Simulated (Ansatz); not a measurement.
# CH6AlN: rotation by 180° about the C1–Al2 bond, part 2 of 2

Aim: the minimum-energy path and barrier of the rotation by 180° about the C1–Al2 bond. The ends are relaxed first, then joined by a nudged elastic band. SMILES of the start: [CH3][AlH][NH2].

Ansatz 0.2.0; RHF/def2-SVPD.

### Step 5. Nudged elastic band

crystal.atoms is end A as relaxed above, and neb.final_atoms is end B, turned to lie on A. With 5 inner images the band has 7 in all.

The input, input.yaml:

```yaml
crystal:
  periodic: [false, false, false]
  atoms:
    - { symbol: C, position_ang: [-0.774107, 0.898265, -0.896772] }
    - { symbol: Al, position_ang: [0.597416, -0.348152, -0.24123] }
    - { symbol: "N", position_ang: [0.559845, -0.928209, 1.441985] }
    - { symbol: H, position_ang: [-1.444483, 0.404411, -1.60851] }
    - { symbol: H, position_ang: [-0.327921, 1.743528, -1.430431] }
    - { symbol: H, position_ang: [-1.39615, 1.304561, -0.094705] }
    - { symbol: H, position_ang: [1.771781, -0.886926, -1.156363] }
    - { symbol: H, position_ang: [1.22025, -1.565634, 1.83884] }
    - { symbol: H, position_ang: [-0.11803, -0.668144, 2.130085] }
basis:
  gaussian: { orbitals: def2-SVPD }
hamiltonian:
  xc: hf
neb:
  order_check: false
  images: 5
  f_tol: 0.05
  max_iterations: 60
  initial_path: idpp
  final_atoms:
    - { symbol: C, position_ang: [-0.78338423, 0.88835738, -0.89894187] }
    - { symbol: Al, position_ang: [0.45832362, -0.4999286, -0.27079198] }
    - { symbol: "N", position_ang: [0.68546705, -0.79015746, 1.47104768] }
    - { symbol: H, position_ang: [-0.24109199, 1.71544692, -1.37025581] }
    - { symbol: H, position_ang: [-1.38857947, 1.31440041, -0.09397622] }
    - { symbol: H, position_ang: [-1.46967874, 0.4990717, -1.65799203] }
    - { symbol: H, position_ang: [1.30259831, -1.40229627, -1.2606579] }
    - { symbol: H, position_ang: [1.3053537, -1.47286199, 1.8577554] }
    - { symbol: H, position_ang: [0.21959276, -0.29833207, 2.20671173] }
```

On the command line:

```sh
> ansatz run input.yaml --threads 2 --pin off --max-ram 3072MiB --backend cpu --events-out ev --progress --plain --runs-dir out
```

What it wrote, cut to the lines that bear on the results:

```text
Warning: RAYON_NUM_THREADS=2 ignored (pool sized by the plan → 2); use --threads N
[...]
Functional definition: HF
[...]
1170 factors; integrals over basis functions are off by at most 2.3e-4 eV
[...]
mean field -9187.34606457 eV, -337.6287404659 hartree, gradient 2.2e-5 eV, S^2 0.000000; 0 other end points of the search recorded, 0 dependent functions left out
[...]
reference -9187.34606457 eV, -337.6287404659 hartree; 16, 16 occupied and 96, 96 virtual orbitals, 1170 factors
1170 factors; integrals over basis functions are off by at most 4.9e-4 eV
[...]
mean field -9187.34624374 eV, -337.6287470505 hartree, gradient 2.2e-5 eV, S^2 0.000000; 0 other end points of the search recorded, 0 dependent functions left out
[...]
reference -9187.34624374 eV, -337.6287470505 hartree; 16, 16 occupied and 96, 96 virtual orbitals, 1170 factors
[...]
Total energy: -9187.33939461 eV, -337.6284953496 hartree
Atom 0 at    -1.027968     0.607651    -0.875808 Å, force     0.002251    -0.018425     0.014225 eV/Å
Atom 1 at     0.407318    -0.583644    -0.247717 Å, force     0.001085     0.003695     0.012023 eV/Å
Atom 2 at     1.078015    -0.352137     1.386334 Å, force    -0.043811     0.047547    -0.007455 eV/Å
Atom 3 at    -1.336925     0.388115    -1.900920 Å, force     0.000914     0.004069    -0.004659 eV/Å
Atom 4 at    -0.712806     1.655788    -0.844891 Å, force    -0.003899     0.009645    -0.006844 eV/Å
Atom 5 at    -1.919264     0.532559    -0.243326 Å, force     0.014682    -0.004345    -0.003098 eV/Å
Atom 6 at     1.019277    -1.754163    -1.118954 Å, force     0.004083    -0.008442    -0.001969 eV/Å
Atom 7 at     1.807734    -0.894216     1.801576 Å, force     0.006676    -0.021177    -0.016031 eV/Å
Atom 8 at     0.773219     0.353747     2.026605 Å, force     0.018019    -0.012567     0.013808 eV/Å
Dipole moment:    -0.008880     0.103756     0.160155 e Å
this run last wrote the band of iteration 5 to <dir>
```

It took 78 s on 2 threads of AMD EPYC, shared host; peak memory 0.24 GiB.

### Step 6. Images and barrier

The 5 inner images lie between the fixed ends 0 and 6. Energy is taken from image 0, and the path length is the program's own coordinate along the band.

```tsv
image	path (Å)	energy (eV)	dihedral H5–C1–Al2–N3 (°)	band force (eV/Å)
0	0.000	0.0000	132	-
1	0.637	0.0004	107	0.020
2	1.273	0.0044	82	0.040
3*	1.910	0.0067	58	0.047
4	2.502	0.0041	35	0.036
5	3.094	0.0004	14	0.021
6	3.687	-0.0002	-9	-
```

The star marks the climbing image.

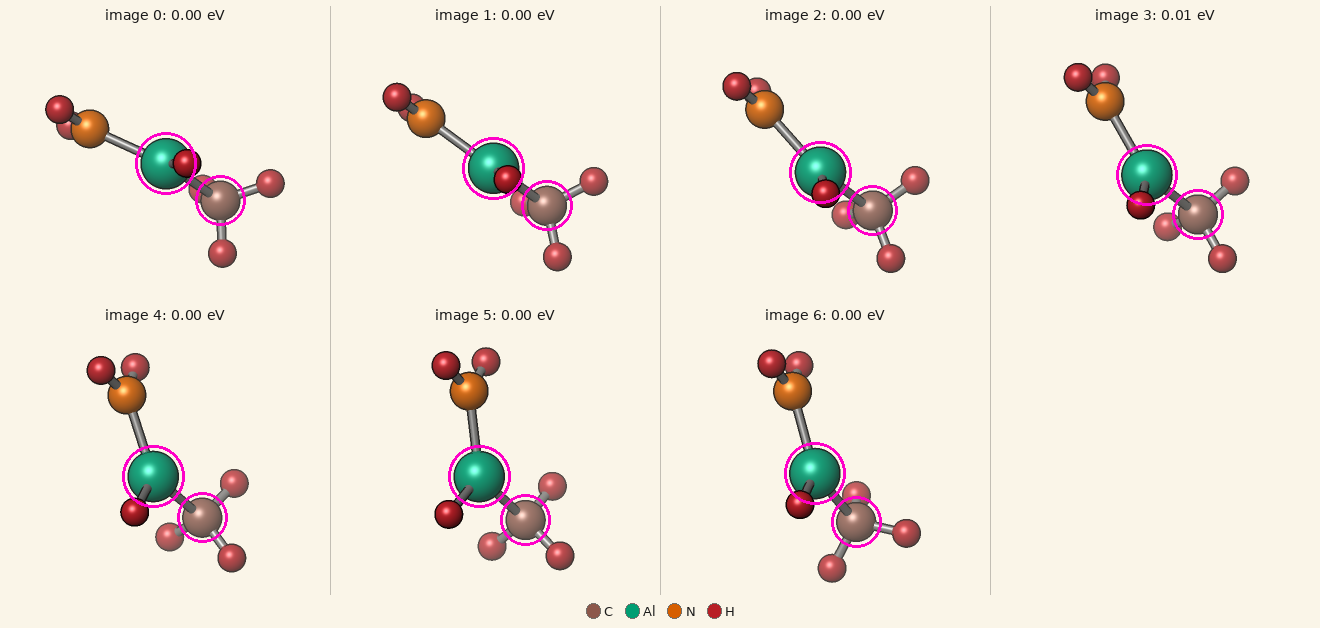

Snapshots along the band, viewed from a free direction. Ringed: C1, Al2. Sticks join atoms closer than a bonding distance in each image.

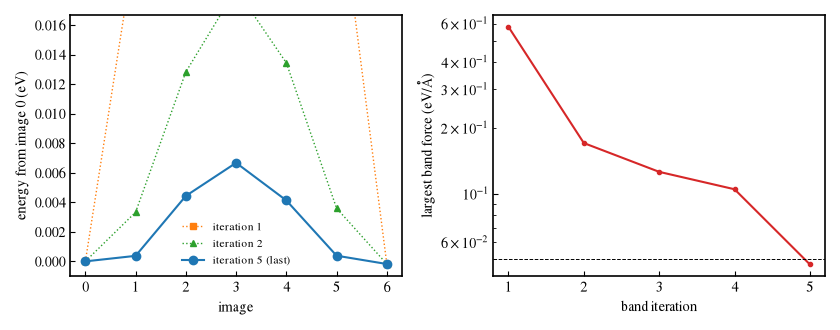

Left: energy of each image for early iterations and the last one (lines only join the points; early values far above the last band run off the scale). Right: the largest band force by iteration, with the threshold dashed.

The top of the band by iteration:

```tsv
iteration	highest image above image 0 (eV)	largest band force (eV/Å)
1	0.0865	0.579
2	0.0184	0.170
3	0.0099	0.126
4	0.0085	0.105
5	0.0067	0.047
```

Positions of all images (Å):

```xyz
9
image=0 dE=0.0000
C    -0.774    0.898   -0.897
Al    0.597   -0.348   -0.241
N     0.560   -0.928    1.442
H    -1.444    0.404   -1.609
H    -0.328    1.744   -1.430
H    -1.396    1.305   -0.095
H     1.772   -0.887   -1.156
H     1.220   -1.566    1.839
H    -0.118   -0.668    2.130
9
image=1 dE=0.0004
C    -0.854    0.799   -0.913
Al    0.535   -0.433   -0.264
N     0.717   -0.738    1.480
H    -1.397    0.383   -1.768
H    -0.410    1.739   -1.259
H    -1.589    1.052   -0.145
H     1.537   -1.180   -1.235
H     1.403   -1.337    1.892
H     0.147   -0.331    2.195
9
image=2 dE=0.0044
C    -0.939    0.700   -0.908
Al    0.471   -0.515   -0.269
N     0.891   -0.543    1.462
H    -1.361    0.380   -1.864
H    -0.541    1.710   -1.058
H    -1.764    0.791   -0.194
H     1.285   -1.477   -1.226
H     1.602   -1.107    1.879
H     0.444    0.015    2.162
9
image=3 dE=0.0067
C    -1.028    0.608   -0.876
Al    0.407   -0.584   -0.248
N     1.078   -0.352    1.386
H    -1.337    0.388   -1.901
H    -0.713    1.656   -0.845
H    -1.919    0.533   -0.243
H     1.019   -1.754   -1.119
H     1.808   -0.894    1.802
H     0.773    0.354    2.027
9
image=4 dE=0.0041
C    -1.122    0.520   -0.817
Al    0.349   -0.630   -0.198
N     1.269   -0.173    1.257
H    -1.336    0.388   -1.881
H    -0.910    1.580   -0.649
H    -2.049    0.296   -0.277
H     0.771   -1.974   -0.919
H     2.017   -0.699    1.660
H     1.098    0.647    1.805
9
image=5 dE=0.0004
C    -1.217    0.433   -0.728
Al    0.299   -0.661   -0.121
N     1.439   -0.018    1.087
H    -1.333    0.398   -1.815
H    -1.121    1.483   -0.438
H    -2.159    0.067   -0.306
H     0.564   -2.131   -0.646
H     2.229   -0.510    1.453
H     1.387    0.893    1.497
9
image=6 dE=-0.0002
C    -1.201    0.392   -0.783
Al    0.399   -0.582   -0.186
N     1.313   -0.034    1.240
H    -1.023    0.886   -1.744
H    -1.518    1.163   -0.075
H    -2.048   -0.284   -0.937
H     0.944   -1.868   -0.931
H     2.137   -0.477    1.592
H     1.085    0.759    1.806
```

### Step 7. Vibrations at the top

The geometry is the highest inner image of the first converged band.

The input, input.yaml:

```yaml
crystal:
  periodic: [false, false, false]
  atoms:
    - { symbol: C, position_ang: [-1.027968, 0.607651, -0.875808] }
    - { symbol: Al, position_ang: [0.407318, -0.583644, -0.247717] }
    - { symbol: "N", position_ang: [1.078015, -0.352137, 1.386334] }
    - { symbol: H, position_ang: [-1.336925, 0.388115, -1.90092] }
    - { symbol: H, position_ang: [-0.712806, 1.655788, -0.844891] }
    - { symbol: H, position_ang: [-1.919264, 0.532559, -0.243326] }
    - { symbol: H, position_ang: [1.019277, -1.754163, -1.118954] }
    - { symbol: H, position_ang: [1.807734, -0.894216, 1.801576] }
    - { symbol: H, position_ang: [0.773219, 0.353747, 2.026605] }
basis:
  gaussian: { orbitals: def2-SVPD }
hamiltonian:
  xc: hf
phonons: {}
```

On the command line:

```sh
> ansatz run input.yaml --threads 2 --pin off --max-ram 3072MiB --backend cpu --events-out ev --progress --plain --runs-dir out
```

What it wrote, cut to the lines that bear on the results:

```text
Warning: RAYON_NUM_THREADS=2 ignored (pool sized by the plan → 2); use --threads N
[...]
[... 1 set-up line as earlier in the session ...]
[...]
1170 factors; integrals over basis functions are off by at most 2.4e-4 eV
[...]
mean field -9187.33939452 eV, -337.6284953463 hartree, gradient 2.1e-5 eV, S^2 0.000000; 0 other end points of the search recorded, 0 dependent functions left out
[...]
reference -9187.33939452 eV, -337.6284953463 hartree; 16, 16 occupied and 96, 96 virtual orbitals, 1170 factors
[...]
1170 factors; integrals over basis functions are off by at most 2.4e-4 eV
mean field -9187.33926412 eV, -337.6284905543 hartree, gradient 9.8e-7 eV, S^2 0.000000; 0 other end points of the search recorded, 0 dependent functions left out
[...]
reference -9187.33926412 eV, -337.6284905543 hartree; 16, 16 occupied and 96, 96 virtual orbitals, 1170 factors
[...]
1170 factors; integrals over basis functions are off by at most 2.4e-4 eV
[...]
WARN: phonons: modes at or below zero, which the zero-point energy, F, S and C_V leave out: 1, the lowest at -53.05 cm⁻¹. A minimum has none, and a first-order saddle one
[...]
Total energy: -9187.33939452 eV, -337.6284953463 hartree
Atom 0 at    -1.027968     0.607651    -0.875808 Å, force     0.002241    -0.018429     0.014214 eV/Å
Atom 1 at     0.407318    -0.583644    -0.247717 Å, force     0.001086     0.003702     0.012037 eV/Å
Atom 2 at     1.078015    -0.352137     1.386334 Å, force    -0.043799     0.047533    -0.007459 eV/Å
Atom 3 at    -1.336925     0.388115    -1.900920 Å, force     0.000916     0.004069    -0.004655 eV/Å
Atom 4 at    -0.712806     1.655788    -0.844891 Å, force    -0.003897     0.009649    -0.006840 eV/Å
Atom 5 at    -1.919264     0.532559    -0.243326 Å, force     0.014687    -0.004345    -0.003098 eV/Å
Atom 6 at     1.019277    -1.754163    -1.118954 Å, force     0.004086    -0.008448    -0.001974 eV/Å
Atom 7 at     1.807734    -0.894216     1.801576 Å, force     0.006663    -0.021167    -0.016037 eV/Å
Atom 8 at     0.773219     0.353747     2.026605 Å, force     0.018018    -0.012565     0.013812 eV/Å
Dipole moment:    -0.008880     0.103755     0.160154 e Å
Vibrations: -53.05 198.47 358.26 515.45 561.30 568.56 624.56 717.17 761.86 792.69 863.77 1334.60 1538.39 1543.64 1690.08 2001.83 3135.43 3207.14 3226.73 3790.48 3882.35 cm⁻¹, zero-point energy 1.941144 eV
```

It took 1.9 min on 2 threads of AMD EPYC, shared host; peak memory 0.23 GiB.

Of 21 modes, 1 is imaginary by more than 30 cm⁻¹ (53i cm⁻¹).

### Step 8. What came out

The summary covers parts 1 to 2.

| quantity | value |
| --- | --- |
| end A | 24 moves, 1.031 eV lower |
| end B | 11 moves, 1.036 eV lower |
| barrier forwards | 0.007 eV |
| barrier backwards | 0.007 eV |
| second end relative to first | 0.000 eV |
| highest image | 3 of 0 to 6, climbing |
| band iterations | 5 |
| imaginary modes at the top | 53i cm⁻¹ |

In words: Along this path the system climbs 0.007 eV from the first end (0.3 kT at 300 K). The two ends lie within 1 meV of each other. Both sides of the top are under 10 meV high, within the band's own error, so no barrier is resolved. The listed dihedral goes from 132° at end A through 58° at the highest image to -9° at end B; the relaxed ends differ by 140° in it rather than the 180° set up, and other torsions can move along the band as well. One imaginary mode, as a first-order saddle point has. These are electronic energies, with no zero-point or thermal terms.
